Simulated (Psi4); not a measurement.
**[S2]2− ([S2]2-) at 3 levels**

We compute a comparison of 3 runs (HF/def2-SVP, revB3LYP/pcseg-2, OMP3/6-31+G**) of [S2]2− ([S2]2-). 

Program for the calculation: Psi4 1.11.

6 further runs of the same task are left out: 3 that didn't finish, 3 set aside as unsound or not needed.

## (1) The molecule

The species is [S2]2− (2 atoms), meant as a singlet with charge -2. Geometry: relaxed at GFN2-xTB.

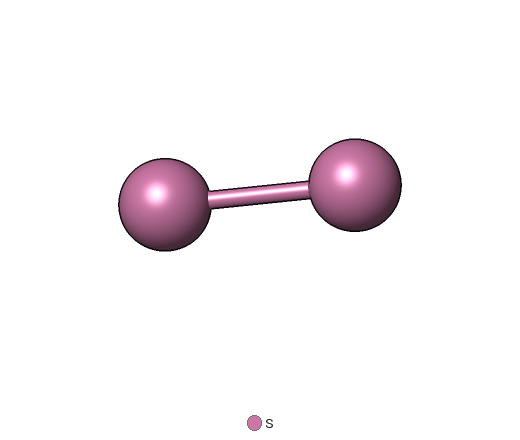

Viewed from a chosen angle; sulfur pink.

## (2) Energy and forces at HF/def2-SVP (run 1)

Contents of s2.xyz:

```xyz
2
S2
S      0.701260    -0.595700    -0.444390
S     -0.701260     0.595700     0.444390
```

Contents of s2_ase.py:

```python
import numpy as np
from ase.calculators.psi4 import Psi4
from ase.io import read

a = read('s2.xyz')
calc = Psi4(atoms=a, method='scf', basis='def2-SVP', memory='1600MB', num_threads=1, charge=-2, multiplicity=1, label='calc')
calc.psi4.set_options({'puream': True, 'e_convergence': 1e-09, 'd_convergence': 1e-08, 'scf_type': 'pk'})
a.calc = calc

forces = a.get_forces()
print(f'energy: {a.get_potential_energy():.6f} eV')
print('forces / eV A^-1')
print(np.round(forces, 5))
```

Started as:

```bash
$ python s2_ase.py
```

calc.dat:

```text
[...]
  Running in c1 symmetry.
[...]
  Nuclear repulsion =   66.288576409946231
[...]
  Multiplicity = 1
[...]
  Nalpha       = 17
  Nbeta        = 17
[...]
    Number of basis functions: 36
[...]
   @RHF iter   1:  -794.50340398605397   -3.47875e-01   9.45163e-03 ADIIS/DIIS
[...]
   @RHF iter   9:  -794.57631536888539   -5.68434e-13   1.17313e-09 DIIS
[...]
    Orbital Energies [Eh]
    ---------------------
    Doubly Occupied:
       1A    -91.357792     2A    -91.357731     3A     -8.390005
       4A     -8.389867     5A     -6.080123     6A     -6.079791
       7A     -6.076055     8A     -6.076055     9A     -6.076033
      10A     -6.076033    11A     -0.453752    12A     -0.250002
      13A      0.066934    14A      0.082911    15A      0.082911
      16A      0.215924    17A      0.215924
[...]
  @RHF Final Energy:  -794.57631536888539
   => Energetics <=
    Nuclear Repulsion Energy =             66.2885764099462307
    One-Electron Energy =               -1249.7325085008005772
    Two-Electron Energy =                 388.8676167219689432
    Total Energy =                       -794.5763153688853890
[...]
 Multipole Moments:
 ------------------------------------------------------------------------------------
     Multipole            Electronic (a.u.)      Nuclear  (a.u.)        Total (a.u.)
 ------------------------------------------------------------------------------------
 L = 1.  Multiply by 2.5417464519 to convert [e a0] to [Debye]
 Dipole X            :         -0.0000000            0.0000000           -0.0000000
 Dipole Y            :          0.0000000            0.0000000            0.0000000
 Dipole Z            :          0.0000000            0.0000000            0.0000000
 Magnitude           :                                                    0.0000000
[...]
  -Total Gradient:
     Atom            X                  Y                   Z
    ------   -----------------  -----------------  -----------------
       1       -0.039484332804     0.033540793780     0.025021308291
       2        0.039484332804    -0.033540793780    -0.025021308291
[...]
```

On the terminal:

```text
energy: -21621.522843 eV
forces / eV A^-1
[[ 2.03037 -1.72474 -1.28665]
 [-2.03037  1.72474  1.28665]]
```

Wall time 1.6 s (1 thread of Intel Xeon Platinum 8488C (Sapphire Rapids), shared host); peak memory 0.2 GiB.

## (3) The charge distribution at revB3LYP/pcseg-2 (density fitting) (run 2)

Contents of s2.inp:

```
memory 1600 mb

molecule {
  -2 1
  S      0.701260    -0.595700    -0.444390
  S     -0.701260     0.595700     0.444390
  symmetry c1
}

set {
  scf_type df
}

energy_value, wavefunction = energy('revb3lyp/pcseg-2', return_wfn=True)
oeprop(wavefunction, 'WIBERG_LOWDIN_INDICES', 'ESP_AT_NUCLEI', 'MBIS_CHARGES')
```

Started as:

```bash
$ psi4 -n 1 s2.inp s2.out
```

s2.out:

```text
[...]
  Running in c1 symmetry.
[...]
  Nuclear repulsion =   66.288576409946231
[...]
  Multiplicity = 1
[...]
  Nalpha       = 17
  Nbeta        = 17
[...]
    Number of basis functions: 68
[...]
   @DF-RKS iter   1:  -795.78331248194831    4.10893e-02   9.92433e-03 ADIIS/DIIS
[...]
   @DF-RKS iter   7:  -796.07409723283263   -6.04939e-09   1.36693e-07 DIIS
[...]
    Orbital Energies [Eh]
    ---------------------
    Doubly Occupied:
       1A    -88.324868     2A    -88.324868     3A     -7.436914
       4A     -7.436832     5A     -5.402454     6A     -5.402123
       7A     -5.394723     8A     -5.394723     9A     -5.394701
      10A     -5.394701    11A     -0.277326    12A     -0.108309
      13A      0.119490    14A      0.154181    15A      0.154181
      16A      0.260488    17A      0.260488
[...]
  @DF-RKS Final Energy:  -796.07409723283263
   => Energetics <=
    Nuclear Repulsion Energy =             66.2885764099462307
    One-Electron Energy =               -1248.6201405369774875
    Two-Electron Energy =                 427.7828701686967179
    DFT Exchange-Correlation Energy =     -41.5254032744980606
    Empirical Dispersion Energy =           0.0000000000000000
    VV10 Nonlocal Energy =                  0.0000000000000000
    Total Energy =                       -796.0740972328326279
[...]
 Multipole Moments:
 ------------------------------------------------------------------------------------
     Multipole            Electronic (a.u.)      Nuclear  (a.u.)        Total (a.u.)
 ------------------------------------------------------------------------------------
 L = 1.  Multiply by 2.5417464519 to convert [e a0] to [Debye]
 Dipole X            :         -0.0000000            0.0000000           -0.0000000
 Dipole Y            :         -0.0000000            0.0000000           -0.0000000
 Dipole Z            :         -0.0000000            0.0000000           -0.0000000
 Magnitude           :                                                    0.0000000
[...]
```

Run time: 2.6 s. Hardware: 1 thread of Intel Xeon Platinum 8488C (Sapphire Rapids), shared host; peak memory 0.28 GiB.

Atomic charges (e):

```csv
atom,MBIS
S1,-1.000
S2,-1.000
```

## (4) A single-point energy at OMP3/6-31+G(d,p) (density fitting, density fitting for correlation, Cartesian functions) (run 3)

Contents of s2.in:

```
memory 1.6 GB

molecule {
  -2 1
  S      1.32518934    -1.12570985    -0.83977539
  S     -1.32518934     1.12570985     0.83977539
  units au
}

set basis 6-31+G**
set scf_type df
set freeze_core true
set mp_type df
set d_convergence 1e-07
set diis_max_vecs 3
set basis_guess 3-21G
set maxiter 100

e, wfn = energy("omp3", return_wfn=True)
```

Started as:

```bash
$ psi4 -i s2.in -o s2.out -n 1
```

s2.out:

```text
[...]
  Running in d2h symmetry.
[...]
  Nuclear repulsion =   66.288576576391122
[...]
  Multiplicity = 1
[...]
  Nalpha       = 17
  Nbeta        = 17
[...]
    Number of basis functions: 26
[...]
   @DF-RHF iter   1:  -790.86817062587966   -3.03009e-01   2.89330e-02 DIIS/ADIIS
[...]
   @DF-RHF iter  10:  -794.88408410122020   -4.04725e-11   7.30770e-08 DIIS
[...]
    Orbital Energies [Eh]
    ---------------------
    Doubly Occupied:
       1B3u  -91.508854     1Ag   -91.508850     2Ag    -8.516676
       2B3u   -8.516508     3Ag    -6.200373     3B3u   -6.199983
       1B2u   -6.196909     1B1u   -6.196909     1B1g   -6.196889
       1B2g   -6.196889     4Ag    -0.564632     4B3u   -0.348673
       5Ag    -0.030666     2B1u   -0.005885     2B2u   -0.005885
       2B2g    0.126878     2B1g    0.126878
[...]
  @DF-RHF Final Energy:  -794.88408410122020
   => Energetics <=
    Nuclear Repulsion Energy =             66.2885765763911223
    One-Electron Energy =               -1246.4636471746837287
    Two-Electron Energy =                 385.2909864970724811
    Total Energy =                       -794.8840841012201963
[...]
 Multipole Moments:
 ------------------------------------------------------------------------------------
     Multipole            Electronic (a.u.)      Nuclear  (a.u.)        Total (a.u.)
 ------------------------------------------------------------------------------------
 L = 1.  Multiply by 2.5417464519 to convert [e a0] to [Debye]
 Dipole X            :          0.0000000            0.0000000            0.0000000
 Dipole Y            :          0.0000000            0.0000000            0.0000000
 Dipole Z            :          0.0000000            0.0000000            0.0000000
 Magnitude           :                                                    0.0000000
[...]
	Warning: cc_lambda option is changed to TRUE
	For this residual convergence, default PCG convergence is:     1.00e-07
[...]
	DF-MP2 Total Energy (a.u.)         :  -795.13150706517160
[...]
	DF-MP3 Total Energy (a.u.)         :  -795.15035709311178
[...]
	successfully set the error vectors...
	successfully set the guess vectors...
[...]
	DF-MP3 Total Energy (a.u.)         :  -795.15360824797767
[...]
	DF-OMP3 Total Energy (a.u.)        :  -795.15360824797449
[...]
```

It took 19 s on 1 thread of Intel Xeon Platinum 8488C (Sapphire Rapids), shared host; peak memory 0.2 GiB.

## (5) The series

```csv
run,level,task,integrals,partner,energy (Eh),HOMO energy (eV),LUMO energy (eV),HOMO–LUMO gap (eV),wall time
1,HF/def2-SVP,gradient,pk,base,-794.576315,5.88,18.39,12.51,1.6 s
2,revB3LYP/pcseg-2 (density fitting),properties,df,gas phase,-796.074097,7.09,11.16,4.07,2.6 s
3,"OMP3/6-31+G** (density fitting, density fitting for correlation, Cartesian functions)",energy,df,base,-795.153608,3.45,9.48,6.03,19 s
```

## (6) Results

```
                                                    quantity          value
                                         run 3: total energy  -795.15361 Eh
                  run 3: HOMO energy (Hartree–Fock orbitals)        3.45 eV
                  run 3: LUMO energy (Hartree–Fock orbitals)        9.48 eV
run 3: HOMO–LUMO gap (to an unbound level, set by the basis)        6.03 eV
         run 3: correlation energy (10 core orbitals frozen)     -269.5 mEh
```

In words: In runs 1, 2, 3 the HOMO lies above zero, so the outermost electron may be held by the basis alone. All runs together took 23 s, the longest 19 s.
